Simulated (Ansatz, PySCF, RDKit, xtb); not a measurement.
# Which structure has the formula GeSiHF2?, part 2 of 2

Task: start from the formula GeSiHF2 (odd number of electrons), draw up candidate structures, narrow them down in stages, and characterise the one that lies lowest at 298.15 K.

xtb, Ansatz and PySCF; isolated molecules.

## Step 12: Putting it together

Energies in kcal/mol from c651a; G adds the thermal terms to the CCSD(T)/def2-SVP + MP2/def2-TZVPP - MP2/def2-SVP energy. The columns left of the relaxed level are at the tight-binding geometries.

```
label               SMILES     spin  GFN2-xTB  HF/STO-3G  r2SCAN-D4/def2-SVP  B3LYP-D3(BJ)/def2-SVP  HF/def2-SVP  MP2/def2-SVP  CCSD(T)/def2-SVP + MP2/def2-TZVPP - MP2/def2-SVP     G  share at equilibrium     T1
c651a  [F][Si]([F])[GeH] ‡  doublet       0.0        0.0                 0.0                    0.0          0.0           0.0                                               0.0   0.0               100.0 %  0.015
 c634        F[SiH][Ge][F]  doublet      -9.8       14.8                19.2                   14.9         15.2          19.1                                              20.0  19.6               < 0.1 %  0.017
 c868        F[SiH][Ge][F]  doublet      -5.4       13.2                19.3                   16.0         16.4          20.1                                              20.6  20.2               < 0.1 %  0.018
```

‡ marks the bonded skeleton alone, with all bonds drawn single: no Lewis structure was assigned that passes a check against the bond lengths.

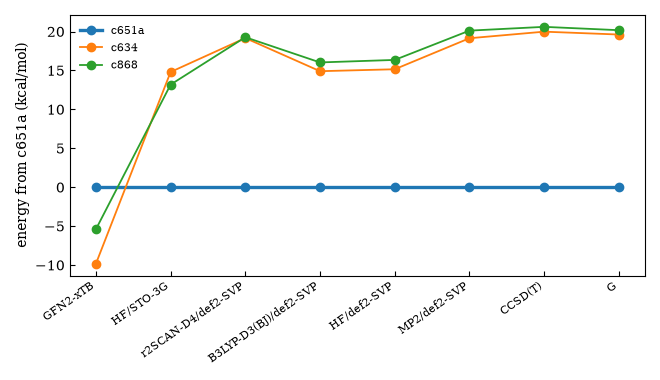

The finalists at each level, measured from c651a.

Lowest found: c651a, `[F][Si]([F])[GeH]` ‡, a doublet of point group Cs. Bond lengths: F1–Si4 1.619 Å, F2–Si4 1.619 Å, Ge3–Si4 2.367 Å, Ge3–H5 1.607 Å. Angles: F1–Si4–F2 103.0°, F1–Si4–Ge3 126.0°, F2–Si4–Ge3 130.9°, Si4–Ge3–H5 81.3°.

```xyz
5

F    -1.8304    2.3908    2.0206
F    -0.5089    0.9712    3.6535
Ge   -2.1615   -1.0442    1.1127
Si   -1.4507    0.8497    2.3419
H    -1.2846   -1.7946    2.2303
```

‡ marks the bonded skeleton alone, with all bonds drawn single: no Lewis structure was assigned that passes a check against the bond lengths.

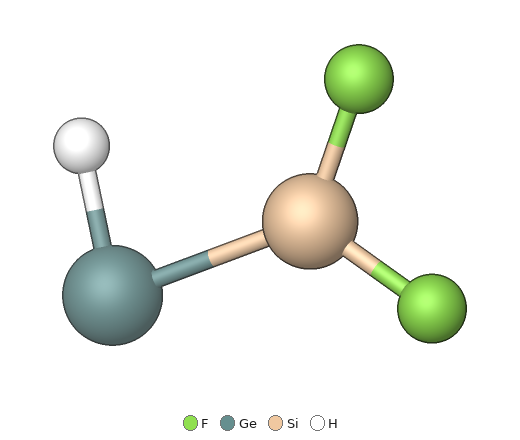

The lowest structure found, seen from a chosen angle (fluorine green, germanium teal, silicon light orange, hydrogen white).

## Step 13: Density, orbitals and dipole (PBE0/def2-TZVPD)

The input, input.yaml:

```yaml
crystal:
  periodic: [false, false, false]
  atoms:
    - symbol: F
      position_ang: [-1.830358, 2.390773, 2.020556]
    - symbol: F
      position_ang: [-0.508853, 0.971214, 3.653468]
    - symbol: Ge
      position_ang: [-2.161506, -1.044174, 1.112746]
    - symbol: Si
      position_ang: [-1.450676, 0.849723, 2.341941]
    - symbol: H
      position_ang: [-1.284588, -1.794612, 2.230252]
basis:
  gaussian:
    orbitals: def2-TZVPD
magnetization:
  spin_polarized: true
  initial_magnetization: 1
hamiltonian:
  xc: pbe0
output: {forces: true, orbitals: {seedname: orbitals}}
```

On the command line:

```bash
$ ansatz run input.yaml --threads 1 --pin off --max-ram 2610MiB --events-out events.jsonl --progress --plain --runs-dir runs
```

Standard output (excerpt; [...] marks lines left out):

```text
Warning: RAYON_NUM_THREADS=1 ignored (pool sized by the plan → 1); use --threads N
Functional definition: PBE0
  name "PBE0"
[...]
1167 factors; their error is unknown
[...]
mean field -69834.82152301 eV, -2566.3823552286 hartree, gradient 2.6e-5 eV, S^2 0.755648; 0 other end points of the search recorded, 0 dependent functions left out
[...]
reference -69834.82156177 eV, -2566.3823566530 hartree; 33, 32 occupied and 153, 154 virtual orbitals, 1167 factors
Total energy: -69834.82156177 eV, -2566.3823566530 hartree
Atom 0 at    -1.830358     2.390773     2.020556 Å, force     0.250422    -0.952587     0.219658 eV/Å
Atom 1 at    -0.508853     0.971214     3.653468 Å, force    -0.601284    -0.034312    -0.830838 eV/Å
Atom 2 at    -2.161506    -1.044174     1.112746 Å, force     0.102512     0.138750     0.161110 eV/Å
Atom 3 at    -1.450676     0.849723     2.341941 Å, force     0.296519     0.755705     0.505975 eV/Å
Atom 4 at    -1.284588    -1.794612     2.230252 Å, force    -0.048169     0.092443    -0.055905 eV/Å
Dipole moment:    -0.060661    -0.150945    -0.103252 e Å
```

Wall time 13 s (1 thread of Intel Xeon 6975P-C (Granite Rapids), shared host); peak memory 0.59 GiB.

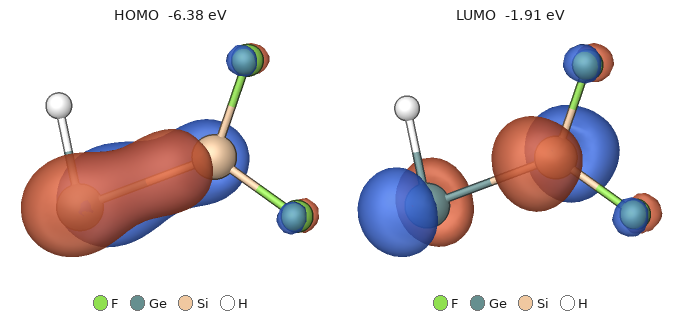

Frontier orbitals of this run (spin up), surfaces at ±0.2 Å^-3/2.

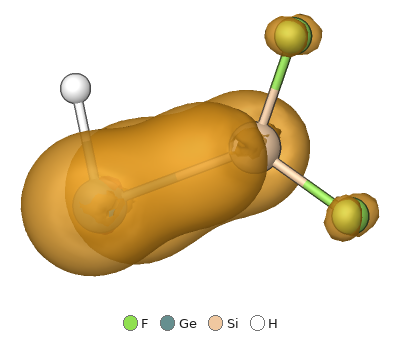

Spin density, surfaces at ±0.03 e/Å³.

## Step 14: Frequencies after a tight-binding relaxation (GFN2-xTB)

The input, start.xyz:

```xyz
5
c651a
F     -1.830358     2.390773     2.020556
F     -0.508853     0.971214     3.653468
Ge    -2.161506    -1.044174     1.112746
Si    -1.450676     0.849723     2.341941
H     -1.284588    -1.794612     2.230252
```

On the command line:

```bash
$ xtb start.xyz --gfn 2 --ohess tight --uhf 1
```

Standard output (excerpt; [...] marks lines left out):

```text
* xtb version 6.7.1
[...]
          :  # basis functions                  29          :
[...]
          :  # electrons                        23          :
[...]
          :  Hamiltonian                  GFN2-xTB          :
[...]
          :  net charge                          0          :
          :  unpaired electrons                  1          :
[...]
   *** convergence criteria satisfied after 15 iterations ***
[...]
   *** GEOMETRY OPTIMIZATION CONVERGED AFTER 11 ITERATIONS ***
[...]
   *** convergence criteria satisfied after 3 iterations ***
[...]
         ::                     SUMMARY                     ::
         :::::::::::::::::::::::::::::::::::::::::::::::::::::
         :: total energy             -13.716991179682 Eh    ::
         :: gradient norm              0.000045798144 Eh/a0 ::
         :: HOMO-LUMO gap              2.103095661399 eV    ::
         ::.................................................::
         :: SCC energy               -13.749314054019 Eh    ::
         :: -> isotropic ES            0.026578281709 Eh    ::
         :: -> anisotropic ES          0.001907685160 Eh    ::
         :: -> anisotropic XC         -0.005256158771 Eh    ::
         :: -> dispersion             -0.003089709831 Eh    ::
         :: repulsion energy           0.032322874338 Eh    ::
         :: add. restraining           0.000000000000 Eh    ::
         :: total charge               0.000000000000 e     ::
         :::::::::::::::::::::::::::::::::::::::::::::::::::::
[...]
        12        1.0000           -0.3149715              -8.5708 (HOMO)
        13                         -0.2376841              -6.4677 (LUMO)
[...]
     #   Z          covCN         q      C6AA      α(0)
     1   9 F        0.705    -0.271    12.012     4.092
     2   9 F        0.705    -0.238    11.645     4.029
     3  32 Ge       1.842     0.097   254.938    33.360
     4  14 Si       2.355     0.538   175.110    28.718
     5   1 H        0.896    -0.126     6.567     4.010
[...]
          | TOTAL ENERGY              -13.716991179672 Eh   |
          | TOTAL ENTHALPY            -13.699001535975 Eh   |
          | TOTAL FREE ENERGY         -13.737108415850 Eh   |
          | GRADIENT NORM               0.000045730990 Eh/α |
[...]
```

Run time: 0.2 s. Hardware: 1 thread of Intel Xeon 6975P-C (Granite Rapids), shared host.

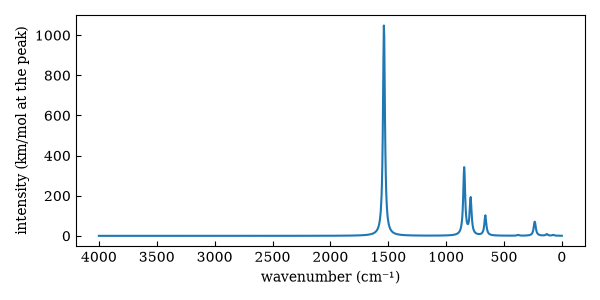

Harmonic infrared spectrum, unscaled, lines broadened by 10 cm⁻¹.

## Step 15: Electronic excitations (TD-CAM-B3LYP/def2-SVPD)

The input, input.py:

```python
from pyscf import gto, dft, tdscf

molecule = gto.M(
    atom='''
F     -1.830358     2.390773     2.020556
F     -0.508853     0.971214     3.653468
Ge    -2.161506    -1.044174     1.112746
Si    -1.450676     0.849723     2.341941
H     -1.284588    -1.794612     2.230252
''',
    spin=1,
    basis='def2-svpd',
    max_memory=1860,
    verbose=3,
    charge=0,
)

mf = dft.UKS(molecule)
mf.xc = 'cam-b3lyp'
mf = mf.density_fit(auxbasis='def2-universal-jkfit')
mf.grids.level = 2
mf.max_cycle = 100
mf.kernel()
if not mf.converged:
    mf = mf.newton().run(mf.mo_coeff, mf.mo_occ)

e_tot = mf.e_tot
print('Final energy', e_tot)

td = mf.TDA()
td.nstates = 5
td.kernel()
td.analyze()
roots = td.e * 27.211386
osc = td.oscillator_strength()
print('state   eV      nm      f')
for i, (w, f) in enumerate(zip(roots, osc), 1):
    print('%3d %9.4f %8.1f %9.5f' % (i, w, 1239.842 / w, f))
```

On the command line:

```bash
$ OMP_NUM_THREADS=1 python input.py
```

Standard output:

```text
WARN: HOMO -0.161587913474191 >= LUMO -0.161587913474191

converged SCF energy = -2566.42910703637  <S^2> = 0.75360141  2S+1 = 2.0035982
Final energy -2566.429107036368
Excitation energies (eV)
[2.33097936 2.97677873 3.17585556 3.77134052 4.40807479]

** Excitation energies and oscillator strengths **
state   eV      nm      f
  1    2.3310    531.9   0.00216
  2    2.9768    416.5   0.01620
  3    3.1759    390.4   0.08210
  4    3.7713    328.8   0.00279
  5    4.4081    281.3   0.00013
```

Wall time 3.2 min (1 thread of Intel Xeon 6975P-C (Granite Rapids), shared host); peak memory 0.56 GiB.

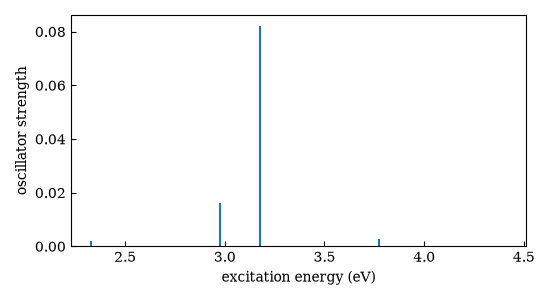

Vertical excitations as sticks.

The roots found:

```
excited state  energy (eV)  strength
            1        2.331    0.0022
            2        2.977    0.0162
            3        3.176    0.0821
            4        3.771    0.0028
            5        4.408    0.0001
```

## Step 16: The cation at the same geometry (PBE0/def2-TZVPD)

The input, input.yaml:

```yaml
crystal:
  periodic: [false, false, false]
  atoms:
    - {symbol: F, position_ang: [-1.830358, 2.390773, 2.020556]}
    - {symbol: F, position_ang: [-0.508853, 0.971214, 3.653468]}
    - {symbol: Ge, position_ang: [-2.161506, -1.044174, 1.112746]}
    - {symbol: Si, position_ang: [-1.450676, 0.849723, 2.341941]}
    - {symbol: H, position_ang: [-1.284588, -1.794612, 2.230252]}
basis:
  gaussian: {orbitals: def2-TZVPD}
total_charge: 1
hamiltonian: {xc: pbe0}
```

On the command line:

```bash
$ ansatz run input.yaml --threads 1 --pin off --max-ram 2610MiB --events-out events.jsonl --progress --plain --runs-dir runs
```

Standard output:

```text
Warning: RAYON_NUM_THREADS=1 ignored (pool sized by the plan → 1); use --threads N
[... 2 set-up lines as earlier in the session ...]
  parameter a = 0.25
  parameter kappa = 0.804
  parameter beta = 0.06672455060314922
  exchange = (1 - a)*pbe_x(kappa = kappa, mu = beta*pi^2/3) + a*exact_x
  correlation = pbe_c(beta = beta)
1167 factors; their error is unknown
mean field evaluation 1: about -69812.6371 eV, gradient 9.4e1 eV
mean field evaluation 2: about -69660.4620 eV, gradient 2.7e2 eV
mean field evaluation 4: about -69825.5975 eV, gradient 1.9e1 eV
mean field evaluation 8: about -69826.1313 eV, gradient 4.9e-2 eV
mean field -69826.38612810 eV, -2566.0723601831 hartree, gradient 7.6e-5 eV, S^2 0.000000; 0 other end points of the search recorded, 0 dependent functions left out
reference -69826.38616454 eV, -2566.0723615224 hartree; 32, 32 occupied and 154, 154 virtual orbitals, 1167 factors
Total energy: -69826.38616454 eV, -2566.0723615224 hartree
```

It took 4.5 s on 1 thread of Intel Xeon 6975P-C (Granite Rapids), shared host.

Difference from the parent: 8.44 eV. Only this spin of the product was run; a higher spin can lie lower.

## Step 17: The anion at the same geometry (PBE0/def2-TZVPD)

input.yaml: that of step 16 with these lines changed.

```diff
@@ -10,3 +10,4 @@
   gaussian: {orbitals: def2-TZVPD}
-total_charge: 1
-hamiltonian: {xc: pbe0}
+hamiltonian: {xc: {name: PBE0}}
+scf: {lower_state_search: "off"}
+total_charge: -1
```

On the command line:

```bash
$ ansatz run input.yaml --threads 1 --pin off --max-ram 2610MiB --events-out events.jsonl --progress --plain --runs-dir runs
```

Standard output (excerpt; [...] marks lines left out):

```text
Warning: RAYON_NUM_THREADS=1 ignored (pool sized by the plan → 1); use --threads N
[... 2 set-up lines as earlier in the session ...]
[...]
1167 factors; their error is unknown
[...]
mean field -69836.61119663 eV, -2566.4481245208 hartree, gradient 6.6e-6 eV, S^2 0.000000; 0 other end points of the search recorded, 0 dependent functions left out
reference -69836.61123424 eV, -2566.4481259029 hartree; 33, 33 occupied and 153, 153 virtual orbitals, 1167 factors
Total energy: -69836.61123424 eV, -2566.4481259029 hartree
Checks for a lower state left out: stability, starts, cluster_reference, orbital_swaps, neighbouring_geometries, increment
```

It took 3.9 s on 1 thread of Intel Xeon 6975P-C (Granite Rapids), shared host.

Parent less the species with the added electron: 1.79 eV.

## Step 18: The quartet at the same geometry (PBE0/def2-TZVPD)

input.yaml: that of step 17 with these lines changed.

```diff
@@ -1 +1,4 @@
+basis:
+  gaussian:
+    orbitals: def2-TZVPD
 crystal:
@@ -8,6 +11,6 @@
     - {symbol: H, position_ang: [-1.284588, -1.794612, 2.230252]}
-basis:
-  gaussian: {orbitals: def2-TZVPD}
-hamiltonian: {xc: {name: PBE0}}
-scf: {lower_state_search: "off"}
-total_charge: -1
+magnetization:
+  spin_polarized: true
+  initial_magnetization: 3
+hamiltonian:
+  xc: {name: PBE0}
```

On the command line:

```bash
$ ansatz run input.yaml --threads 1 --pin off --max-ram 2610MiB --events-out events.jsonl --progress --plain --runs-dir runs
```

Standard output (excerpt; [...] marks lines left out):

```text
Warning: RAYON_NUM_THREADS=1 ignored (pool sized by the plan → 1); use --threads N
[... 7 set-up lines as earlier in the session ...]
1167 factors; their error is unknown
mean field evaluation 1: about -69826.7234 eV, gradient 3.4e1 eV
mean field evaluation 2: about -69802.7464 eV, gradient 8.4e1 eV
mean field evaluation 4: about -69830.5320 eV, gradient 5.4e0 eV
mean field evaluation 8: about -69830.6300 eV, gradient 1.1e-1 eV
mean field evaluation 16: about -69830.8864 eV, gradient 1.9e-2 eV
mean field evaluation 32: about -69830.9960 eV, gradient 5.5e-6 eV
mean field -69830.99599589 eV, -2566.2417696999 hartree, gradient 5.5e-6 eV, S^2 3.763955; 3 other end points of the search recorded, 0 dependent functions left out
reference -69830.99603732 eV, -2566.2417712222 hartree; 34, 31 occupied and 152, 155 virtual orbitals, 1167 factors
Total energy: -69830.99603732 eV, -2566.2417712222 hartree
```

It took 32 s on 1 thread of Intel Xeon 6975P-C (Granite Rapids), shared host; peak memory 0.62 GiB.

It lies 3.83 eV above the doublet.

## Step 19: Stability of the SCF solution (PBE0/def2-SVP)

The input, job.py:

```python
from pyscf import gto, dft

molecule = gto.M(
    atom=[
    ('F', (-1.830358, 2.390773, 2.020556)),
    ('F', (-0.508853, 0.971214, 3.653468)),
    ('Ge', (-2.161506, -1.044174, 1.112746)),
    ('Si', (-1.450676, 0.849723, 2.341941)),
    ('H', (-1.284588, -1.794612, 2.230252)),
],
    basis='def2-svp',
    spin=1,
    verbose=3,
    max_memory=1860,
)

mf = dft.UKS(molecule, xc='pbe0')
mf = mf.density_fit(auxbasis='def2-universal-jkfit')
mf.grids.level = 3
mf.max_cycle = 100
mf.kernel()
if not mf.converged:
    mf = mf.newton().run(mf.mo_coeff, mf.mo_occ)

energy = mf.e_tot
print('E = %.10f Eh' % energy)
mo_i, mo_e, stable_i, stable_e = mf.stability(internal=True, external=True, return_status=True)
print('stable: internal', stable_i, 'external', stable_e)
```

On the command line:

```bash
$ OMP_NUM_THREADS=1 python job.py
```

Standard output:

```text
WARN: HOMO -0.173043864373342 >= LUMO -0.173043864373342

converged SCF energy = -2565.75346630543  <S^2> = 0.75423467  2S+1 = 2.0042302
E = -2565.7534663054 Eh
<class 'pyscf.df.df_jk.DFUKS'> wavefunction is stable in the internal stability analysis
<class 'pyscf.df.df_jk.DFUKS'> wavefunction is stable in the real -> complex stability analysis
<class 'pyscf.df.df_jk.DFUKS'> wavefunction has an UHF/UKS -> GHF/GKS instability
stable: internal True external False
```

Run time: 1.8 min. Hardware: 1 thread of Intel Xeon 6975P-C (Granite Rapids), shared host.

The stability test raises a flag; for an open shell a flag towards a general spinor solution can be the free rotation of the spin.

## Step 20: Results

This closing draws on all 2 parts.

```
                                                        quantity                                                                   value
                                          lowest structure found                                        [F][Si]([F])[GeH] ‡, doublet, Cs
                                                   next finalist                       F[SiH][Ge][F], doublet, 19.6 kcal/mol higher in G
                       share at equilibrium, among the finalists                                                                 100.0 %
                                                          funnel  22 starts, 9 minima at GFN2-xTB, 7 screening runs, 3 relaxed, 3 ranked
                                            CPU time of all runs                                                                  20 min
harmonic wavenumbers, lowest and highest (B3LYP-D3(BJ)/def2-SVP)                                                       122 and 1879 cm⁻¹
                             rotational constants, same geometry                                           0.2653, 0.05299, 0.04417 cm⁻¹
                                 dipole moment (PBE0/def2-TZVPD)                                                                  0.93 D
            HOMO energy (highest over α and β) (PBE0/def2-TZVPD)                                                                -6.38 eV
             LUMO energy (lowest over α and β) (PBE0/def2-TZVPD)                                                                -3.59 eV
                      lowest excitation (TD-CAM-B3LYP/def2-SVPD)                                                     2.33 eV (f = 0.002)
                    strongest of the states computed, same level                                                     3.18 eV (f = 0.082)
              vertical ionisation energy (to the singlet cation)                                                                 8.44 eV
                                      vertical electron affinity                                                                 1.79 eV
                                   vertical quartet less doublet                                                                +3.83 eV
```

`[F][Si]([F])[GeH]` ‡ comes out lowest. The margin of 19.6 kcal/mol over the next finalist is beyond the usual error of the last level; it says nothing of structures that weren't ranked. HF/STO-3G, r2SCAN-D4/def2-SVP, B3LYP-D3(BJ)/def2-SVP, HF/def2-SVP and MP2/def2-SVP already put its bonding pattern lowest among the structures in one piece; GFN2-xTB favours the doublet F[SiH][Ge][F]. The largest share of the time went into the properties (30 %). The stability test raises a flag; for an open shell a flag towards a general spinor solution can be the free rotation of the spin. Lowest found is not proven lowest: the search is finite, and each finalist counts with one conformer.

‡ marks the bonded skeleton alone, with all bonds drawn single: no Lewis structure was assigned that passes a check against the bond lengths.
